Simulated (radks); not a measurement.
# Fractional charge and spin in the 4d shell of zirconium

Aim: the energy as the spin-up occupation of 4d runs from 0 to 1 and the spin-down one from 0 to 1, against the two flat planes that join the four corners. Added charge counts from the emptiest corner (up 0, down 0).

Method: scalar-relativistic Kohn-Sham, LDA (Slater exchange, Perdew-Wang correlation), spin-polarised, spherical densities, finite nucleus. Code: radks (a radial shooting solver on a logarithmic mesh, Libxc functionals) version 1.

## 1. The atom as given

- element: zirconium (Z = 40)
- configuration: [Kr] 4d(up 1, down 1)
- nuclear rms radius: 4.2694 fm

In the logs a row gives level, spin channel, occupation and eigenvalue; Etot, Ekin, Encl (electron-nucleus), Eh (Hartree) and Exc are energies, all in hartree; err is the last residual, it the number of iterations.

A shell typed twice in an input gives spin up, then spin down.

## 2. 4d: up 1, down 1

Input:

```text
Z 40
configuration [Kr] 4d1 4d1
relativity scalar-relativistic
functional lda,pw
spin polarised
nucleus finite rms 4.2694 fm
c 137.035999084
```

What it wrote:

```text
1s      1   1.0000        -654.63242327
2s      1   1.0000         -91.19048783
2p      1   3.0000         -81.44522525
3s      1   1.0000         -15.37246597
3p      1   3.0000         -12.19768866
3d      1   5.0000          -6.96813200
4s      1   1.0000          -2.53967558
4p      1   3.0000          -1.72935551
4d      1   1.0000          -0.64352450
1s      2   1.0000        -654.63242327
2s      2   1.0000         -91.19048783
2p      2   3.0000         -81.44522525
3s      2   1.0000         -15.37246597
3p      2   3.0000         -12.19768866
3d      2   5.0000          -6.96813200
4s      2   1.0000          -2.53967558
4p      2   3.0000          -1.72935551
4d      2   1.0000          -0.64352450
Etot -3593.7997939349852
Ekin 3694.015229039345
Encl -8637.041338710047
Eh 1458.7907071225686
Exc -109.56439138685208
err 3.916724511976402e-09
it 14
```

4d is the highest filled level (-17.511 eV).

From the orbitals of this run (lengths in bohr):

| level | occupation | energy (eV) | <r> | outermost maximum (interpolated) | 90 % within | nodes |
| --- | --- | --- | --- | --- | --- | --- |
| 2s | 2 | -2481.4 | 0.1628 | 0.137 | 0.252 | 1 |
| 2p | 6 | -2216.2 | 0.1418 | 0.109 | 0.231 | 0 |
| 3s | 2 | -418.31 | 0.4594 | 0.409 | 0.680 | 2 |
| 3p | 6 | -331.92 | 0.4628 | 0.402 | 0.701 | 1 |
| 3d | 10 | -189.61 | 0.4528 | 0.347 | 0.729 | 0 |
| 4s | 2 | -69.108 | 1.211 | 1.08 | 1.77 | 3 |
| 4p | 6 | -47.058 | 1.363 | 1.18 | 2.03 | 2 |
| 4d | 2 | -17.511 | 2.008 | 1.57 | 3.16 | 1 |

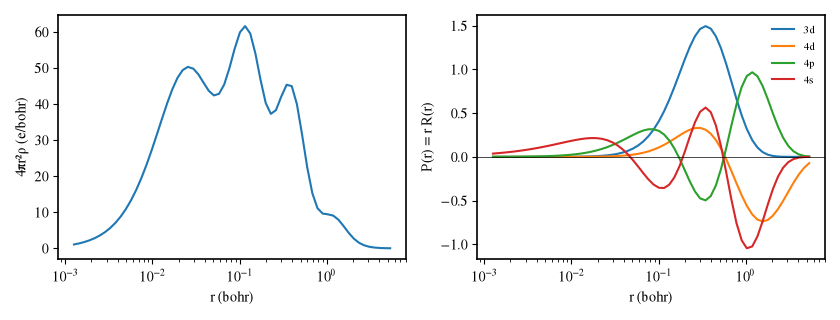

Radial density (left) and radial functions of outer levels (right).

## 3. 4d: up 1, down 0.75

Settings, as their differences from step 2:

```diff
@@ -1,3 +1,3 @@
 Z 40
-configuration [Kr] 4d1 4d1
+configuration [Kr] 4d1 4d0.75
 relativity scalar-relativistic
```

What it wrote:

```text
1s      1   1.0000        -654.74543640
2s      1   1.0000         -91.30555335
2p      1   3.0000         -81.56005914
3s      1   1.0000         -15.48635209
3p      1   3.0000         -12.31158905
3d      1   5.0000          -7.08230901
4s      1   1.0000          -2.65121765
4p      1   3.0000          -1.83882478
4d      1   1.0000          -0.74113454
1s      2   1.0000        -654.74546001
2s      2   1.0000         -91.30475021
2p      2   3.0000         -81.55944497
3s      2   1.0000         -15.48577040
3p      2   3.0000         -12.31095600
3d      2   5.0000          -7.08144027
4s      2   1.0000          -2.64633323
4p      2   3.0000          -1.83333742
4d      2   0.7500          -0.73489367
Etot -3593.6275590062314
Ekin 3693.8527743551062
Encl -8632.545398777798
Eh 1454.537812646874
Exc -109.47274723041286
err 3.72730884708359e-09
it 14
```

E − E(step 2, 4d: up 1, down 1) = +4.687 eV. Highest occupied level: 4d down at -19.997 eV.

## 4. 4d: up 1, down 0.5

Input:

```text
Z 40
configuration [Kr] 4d1 4d0.5
relativity scalar-relativistic
functional lda,pw
spin polarised
nucleus finite rms 4.2694 fm
c 137.035999084
```

What it wrote:

```text
1s      1   1.0000        -654.86353833
2s      1   1.0000         -91.42593220
2p      1   3.0000         -81.68018577
3s      1   1.0000         -15.60529576
3p      1   3.0000         -12.43054646
3d      1   5.0000          -7.20157796
4s      1   1.0000          -2.76710000
4p      1   3.0000          -1.95238572
4d      1   1.0000          -0.84256352
1s      2   1.0000        -654.86358637
2s      2   1.0000         -91.42424542
2p      2   3.0000         -81.67889528
3s      2   1.0000         -15.60407359
3p      2   3.0000         -12.42921604
3d      2   5.0000          -7.19975260
4s      2   1.0000          -2.75688805
4p      2   3.0000          -1.94093851
4d      2   0.5000          -0.82952001
Etot -3593.4320697260578
Ekin 3693.66784817471
Encl -8627.849308746368
Eh 1450.1263029645747
Exc -109.37691211897334
err 4.230707327424047e-09
it 14
```

E − E(step 2, 4d: up 1, down 1) = +10.006 eV. The top filled level is 4d down, -22.572 eV.

## 5. 4d: up 1, down 0.25

Settings, as their differences from step 4:

```diff
@@ -1,3 +1,3 @@
 Z 40
-configuration [Kr] 4d1 4d0.5
+configuration [Kr] 4d1 4d0.25
 relativity scalar-relativistic
```

What it wrote:

```text
1s      1   1.0000        -654.98648566
2s      1   1.0000         -91.55137769
2p      1   3.0000         -81.80535912
3s      1   1.0000         -15.72903448
3p      1   3.0000         -12.55429817
3d      1   5.0000          -7.32567682
4s      1   1.0000          -2.88702267
4p      1   3.0000          -2.06975097
4d      1   1.0000          -0.94758103
1s      2   1.0000        -654.98655945
2s      2   1.0000         -91.54872470
2p      2   3.0000         -81.80332873
3s      2   1.0000         -15.72711193
3p      2   3.0000         -12.55220477
3d      2   5.0000          -7.32280490
4s      2   1.0000          -2.87102122
4p      2   3.0000          -2.05184579
4d      2   0.2500          -0.92711731
Etot -3593.2125481152034
Ekin 3693.4596701615237
Encl -8622.9628081197
Eh 1445.567908090732
Exc -109.27731824775877
err 5.504603734291308e-09
it 14
```

Energy against step 2 (4d: up 1, down 1): +15.980 eV. 4d down is the highest filled level (-25.228 eV).

## 6. 4d: up 1, down 0

Input:

```text
Z 40
configuration [Kr] 4d1 4d0
relativity scalar-relativistic
functional lda,pw
spin polarised
nucleus finite rms 4.2694 fm
c 137.035999084
```

What it wrote:

```text
1s      1   1.0000        -655.11407491
2s      1   1.0000         -91.68168507
2p      1   3.0000         -81.93537487
3s      1   1.0000         -15.85734826
3p      1   3.0000         -12.68262404
3d      1   5.0000          -7.45438624
4s      1   1.0000          -3.01073274
4p      1   3.0000          -2.19067920
4d      1   1.0000          -1.05598130
1s      2   1.0000        -655.11417639
2s      2   1.0000         -91.67798083
2p      2   3.0000         -81.93253930
3s      2   1.0000         -15.85466411
3p      2   3.0000         -12.67970046
3d      2   5.0000          -7.45037533
4s      2   1.0000          -2.98845384
4p      2   3.0000          -2.16578267
4d      2   0.0000          -1.02741414
Etot -3592.9682858731917
Ekin 3693.2275426958963
Encl -8617.89405538138
Eh 1440.872601926331
Exc -109.17437511403867
err 6.366576611799645e-09
it 14
```

Energy against step 2 (4d: up 1, down 1): +22.626 eV. 4d up is the highest filled level (-28.735 eV).

## 7. 4d: up 0.75, down 0.75

Settings, as their differences from step 6:

```diff
@@ -1,3 +1,3 @@
 Z 40
-configuration [Kr] 4d1 4d0
+configuration [Kr] 4d0.75 4d0.75
 relativity scalar-relativistic
```

What it wrote:

```text
1s      1   1.0000        -654.86376206
2s      1   1.0000         -91.42527730
2p      1   3.0000         -81.67973032
3s      1   1.0000         -15.60486318
3p      1   3.0000         -12.43005983
3d      1   5.0000          -7.20084434
4s      1   1.0000          -2.76219641
4p      1   3.0000          -1.94688067
4d      1   0.7500          -0.83631513
1s      2   1.0000        -654.86376206
2s      2   1.0000         -91.42527730
2p      2   3.0000         -81.67973032
3s      2   1.0000         -15.60486318
3p      2   3.0000         -12.43005983
3d      2   5.0000          -7.20084434
4s      2   1.0000          -2.76219641
4p      2   3.0000          -1.94688067
4d      2   0.7500          -0.83631513
Etot -3593.4304415053693
Ekin 3693.665834414907
Encl -8627.841178090046
Eh 1450.1199218573454
Exc -109.37501968757607
err 2.763382324004399e-09
it 14
```

Energy against step 2 (4d: up 1, down 1): +10.051 eV. 4d is the highest filled level (-22.757 eV).

## 8. 4d: up 0.75, down 0.5

Input:

```text
Z 40
configuration [Kr] 4d0.75 4d0.5
relativity scalar-relativistic
functional lda,pw
spin polarised
nucleus finite rms 4.2694 fm
c 137.035999084
```

What it wrote:

```text
1s      1   1.0000        -654.98688866
2s      1   1.0000         -91.55084459
2p      1   3.0000         -81.80503665
3s      1   1.0000         -15.72872501
3p      1   3.0000         -12.55393194
3d      1   5.0000          -7.32505187
4s      1   1.0000          -2.88207761
4p      1   3.0000          -2.06420782
4d      1   0.7500          -0.94131054
1s      2   1.0000        -654.98691296
2s      2   1.0000         -91.54996024
2p      2   3.0000         -81.80435973
3s      2   1.0000         -15.72808394
3p      2   3.0000         -12.55323391
3d      2   5.0000          -7.32409439
4s      2   1.0000          -2.87674910
4p      2   3.0000          -2.05824948
4d      2   0.5000          -0.93452345
Etot -3593.2091465023054
Ekin 3693.455455581358
Encl -8622.947327091773
Eh 1445.5561424077837
Exc -109.27341739967324
err 3.340264510275297e-09
it 14
```

Energy against step 2 (4d: up 1, down 1): +16.072 eV. 4d down is the highest filled level (-25.430 eV).

## 9. 4d: up 0.75, down 0.25

Input:

```text
Z 40
configuration [Kr] 4d0.75 4d0.25
relativity scalar-relativistic
functional lda,pw
spin polarised
nucleus finite rms 4.2694 fm
c 137.035999084
```

What it wrote:

```text
1s      1   1.0000        -655.11463368
2s      1   1.0000         -91.68124265
2p      1   3.0000         -81.93515520
3s      1   1.0000         -15.85713197
3p      1   3.0000         -12.68234825
3d      1   5.0000          -7.45383934
4s      1   1.0000          -3.00572026
4p      1   3.0000          -2.18507504
4d      1   0.7500          -1.04968198
1s      2   1.0000        -655.11468347
2s      2   1.0000         -91.67939093
2p      2   3.0000         -81.93373739
3s      2   1.0000         -15.85578956
3p      2   3.0000         -12.68088612
3d      2   5.0000          -7.45183383
4s      2   1.0000          -2.99460106
4p      2   3.0000          -2.17266229
4d      2   0.2500          -1.03550325
Etot -3592.962949401767
Ekin 3693.220912484558
Encl -8617.872088589931
Eh 1440.856565813404
Exc -109.16833910979774
err 4.753670552208042e-09
it 14
```

E − E(step 2, 4d: up 1, down 1) = +22.772 eV. The top filled level is 4d down, -28.177 eV.

## 10. 4d: up 0.75, down 0

Input:

```text
Z 40
configuration [Kr] 4d0.75 4d0
relativity scalar-relativistic
functional lda,pw
spin polarised
nucleus finite rms 4.2694 fm
c 137.035999084
```

What it wrote:

```text
1s      1   1.0000        -655.24682637
2s      1   1.0000         -91.81629996
2p      1   3.0000         -82.06991480
3s      1   1.0000         -15.98989830
3p      1   3.0000         -12.81512282
3d      1   5.0000          -7.58702160
4s      1   1.0000          -3.13290961
4p      1   3.0000          -2.30927917
4d      1   0.7500          -1.16125467
1s      2   1.0000        -655.24690357
2s      2   1.0000         -91.81339565
2p      2   3.0000         -82.06769065
3s      2   1.0000         -15.98779317
3p      2   3.0000         -12.81282919
3d      2   5.0000          -7.58387537
4s      2   1.0000          -3.11551176
4p      2   3.0000          -2.28987956
4d      2   0.0000          -1.13900028
Etot -3592.6911893737292
Ekin 3692.9615566765738
Encl -8612.6223097478
Eh 1436.0297264913575
Exc -109.06016279386021
err 5.880055981395546e-09
it 14
```

Energy against step 2 (4d: up 1, down 1): +30.167 eV. 4d up is the highest filled level (-31.599 eV).

## 11. 4d: up 0.5, down 0.5

Input:

```text
Z 40
configuration [Kr] 4d0.5 4d0.5
relativity scalar-relativistic
functional lda,pw
spin polarised
nucleus finite rms 4.2694 fm
c 137.035999084
```

What it wrote:

```text
1s      1   1.0000        -655.11483926
2s      1   1.0000         -91.68048193
2p      1   3.0000         -81.93461315
3s      1   1.0000         -15.85661590
3p      1   3.0000         -12.68177243
3d      1   5.0000          -7.45299219
4s      1   1.0000          -3.00035211
4p      1   3.0000          -2.17908239
4d      1   0.5000          -1.04288557
1s      2   1.0000        -655.11483926
2s      2   1.0000         -91.68048193
2p      2   3.0000         -81.93461315
3s      2   1.0000         -15.85661590
3p      2   3.0000         -12.68177243
3d      2   5.0000          -7.45299219
4s      2   1.0000          -3.00035211
4p      2   3.0000          -2.17908239
4d      2   0.5000          -1.04288557
Etot -3592.9611800761572
Ekin 3693.21871772187
Encl -8617.86465566788
Eh 1440.851089819208
Exc -109.16633194935517
err 2.258771849414057e-09
it 14
```

Energy against step 2 (4d: up 1, down 1): +22.820 eV. The top filled level is 4d, -28.378 eV.

## 12. 4d: up 0.5, down 0.25

Input:

```text
Z 40
configuration [Kr] 4d0.5 4d0.25
relativity scalar-relativistic
functional lda,pw
spin polarised
nucleus finite rms 4.2694 fm
c 137.035999084
```

What it wrote:

```text
1s      1   1.0000        -655.24719055
2s      1   1.0000         -91.81563273
2p      1   3.0000         -82.06947839
3s      1   1.0000         -15.98947828
3p      1   3.0000         -12.81464026
3d      1   5.0000          -7.58625523
4s      1   1.0000          -3.12747718
4p      1   3.0000          -2.30322952
4d      1   0.5000          -1.15443347
1s      2   1.0000        -655.24721588
2s      2   1.0000         -91.81466478
2p      2   3.0000         -82.06873698
3s      2   1.0000         -15.98877641
3p      2   3.0000         -12.81387556
3d      2   5.0000          -7.58520644
4s      2   1.0000          -3.12168600
4p      2   3.0000          -2.29677755
4d      2   0.2500          -1.14706133
Etot -3592.687492005216
Ekin 3692.9569567039266
Encl -8612.608279372838
Eh 1436.0198545298958
Exc -109.05602386620063
err 3.2059841601885236e-09
it 14
```

Energy against step 2 (4d: up 1, down 1): +30.267 eV. The top filled level is 4d down, -31.213 eV.

## 13. 4d: up 0.5, down 0

Input:

```text
Z 40
configuration [Kr] 4d0.5 4d0
relativity scalar-relativistic
functional lda,pw
spin polarised
nucleus finite rms 4.2694 fm
c 137.035999084
```

What it wrote:

```text
1s      1   1.0000        -655.38382298
2s      1   1.0000         -91.95526844
2p      1   3.0000         -82.20881157
3s      1   1.0000         -16.12651353
3p      1   3.0000         -12.95167969
3d      1   5.0000          -7.72372655
4s      1   1.0000          -3.25794095
4p      1   3.0000          -2.43051874
4d      1   0.5000          -1.26901868
1s      2   1.0000        -655.38387544
2s      2   1.0000         -91.95324696
2p      2   3.0000         -82.20726299
3s      2   1.0000         -16.12504812
3p      2   3.0000         -12.95008252
3d      2   5.0000          -7.72153578
4s      2   1.0000          -3.24587063
4p      2   3.0000          -2.41708458
4d      2   0.0000          -1.25359933
Etot -3592.3874617074403
Ekin 3692.669565202138
Encl -8607.18396917554
Eh 1431.0697851309596
Exc -108.94284286499848
err 1.1422461841225362e-09
it 15
```

E − E(step 2, 4d: up 1, down 1) = +38.432 eV. The top filled level is 4d up, -34.532 eV.

## 14. 4d: up 0.25, down 0.25

Input:

```text
Z 40
configuration [Kr] 4d0.25 4d0.25
relativity scalar-relativistic
functional lda,pw
spin polarised
nucleus finite rms 4.2694 fm
c 137.035999084
```

What it wrote:

```text
1s      1   1.0000        -655.38400901
2s      1   1.0000         -91.95439611
2p      1   3.0000         -82.20817794
3s      1   1.0000         -16.12590984
3p      1   3.0000         -12.95101029
3d      1   5.0000          -7.72276048
4s      1   1.0000          -3.25208771
4p      1   3.0000          -2.42401403
4d      1   0.2500          -1.26163482
1s      2   1.0000        -655.38400901
2s      2   1.0000         -91.95439611
2p      2   3.0000         -82.20817794
3s      2   1.0000         -16.12590984
3p      2   3.0000         -12.95101029
3d      2   5.0000          -7.72276048
4s      2   1.0000          -3.25208771
4p      2   3.0000          -2.42401403
4d      2   0.2500          -1.26163482
Etot -3592.3855384806043
Ekin 3692.6671673938404
Encl -8607.17728528915
Eh 1431.0652922675035
Exc -108.94071285279783
err 6.69257855010642e-09
it 14
```

Energy against step 2 (4d: up 1, down 1): +38.484 eV. The top filled level is 4d, -34.331 eV.

## 15. 4d: up 0.25, down 0

Input:

```text
Z 40
configuration [Kr] 4d0.25 4d0
relativity scalar-relativistic
functional lda,pw
spin polarised
nucleus finite rms 4.2694 fm
c 137.035999084
```

What it wrote:

```text
1s      1   1.0000        -655.52494143
2s      1   1.0000         -92.09846362
2p      1   3.0000         -82.35193920
3s      1   1.0000         -16.26705589
3p      1   3.0000         -13.09215621
3d      1   5.0000          -7.86436262
4s      1   1.0000          -3.38564888
4p      1   3.0000          -2.55422456
4d      1   0.2500          -1.37909078
1s      2   1.0000        -655.52496836
2s      2   1.0000         -92.09740956
2p      2   3.0000         -82.35113154
3s      2   1.0000         -16.26629182
3p      2   3.0000         -13.09132314
3d      2   5.0000          -7.86321988
4s      2   1.0000          -3.37936959
4p      2   3.0000          -2.54724590
4d      2   0.0000          -1.37106733
Etot -3592.0565030707953
Ekin 3692.3509722341028
Encl -8601.583986605285
Eh 1425.9992421717347
Exc -108.8227308713478
err 1.3339495884755284e-09
it 15
```

Energy against step 2 (4d: up 1, down 1): +47.437 eV. 4d up is the highest filled level (-37.527 eV).

## 16. 4d: up 0, down 0

Input:

```text
Z 40
configuration [Kr] 4d0 4d0
relativity scalar-relativistic
functional lda,pw
spin polarised
nucleus finite rms 4.2694 fm
c 137.035999084
```

What it wrote:

```text
1s      1   1.0000        -655.67008234
2s      1   1.0000         -92.24578480
2p      1   3.0000         -82.49919778
3s      1   1.0000         -16.41141337
3p      1   3.0000         -13.23644005
3d      1   5.0000          -8.00881753
4s      1   1.0000          -3.51587566
4p      1   3.0000          -2.68023786
4d      1   0.0000          -1.49126737
1s      2   1.0000        -655.67008234
2s      2   1.0000         -92.24578480
2p      2   3.0000         -82.49919778
3s      2   1.0000         -16.41141337
3p      2   3.0000         -13.23644005
3d      2   5.0000          -8.00881753
4s      2   1.0000          -3.51587566
4p      2   3.0000          -2.68023786
4d      2   0.0000          -1.49126737
Etot -3591.6977610628883
Ekin 3692.005239867786
Encl -8595.826396807433
Eh 1420.823524006968
Exc -108.70012813020816
err 1.334655945572464e-09
it 15
```

E − E(step 2, 4d: up 1, down 1) = +57.199 eV. 4p is the highest filled level (-72.933 eV).

## 17. Results

| down \ up | 0 | 0.25 | 0.5 | 0.75 | 1 |
| --- | --- | --- | --- | --- | --- |
| 0 | 0.000 | -1.119 | -1.481 | -1.103 | 0.000 |
| 0.25 | -1.119 | -1.429 | -1.002 | 0.145 | -0.990 |
| 0.5 | -1.481 | -1.002 | 0.193 | -0.898 | -1.307 |
| 0.75 | -1.103 | 0.145 | -0.898 | -1.263 | -0.970 |
| 1 | 0.000 | -0.990 | -1.307 | -0.970 | 0.000 |

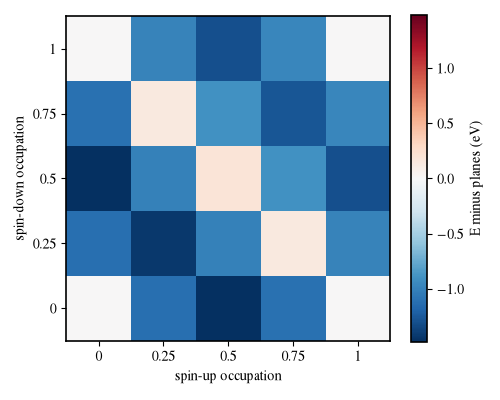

Energy minus the flat planes.

**Reading.** The table gives the energy in eV minus the planes, whose edge runs along up + down = one added electron; mirror points follow by spin symmetry. With half an added electron in each spin it lies 0.19 eV above the planes. With half an electron added in spin up alone it lies 1.48 eV below them. The planes are only a guide here: the condition holds for ground states with one frontier orbital, and this shell is degenerate.
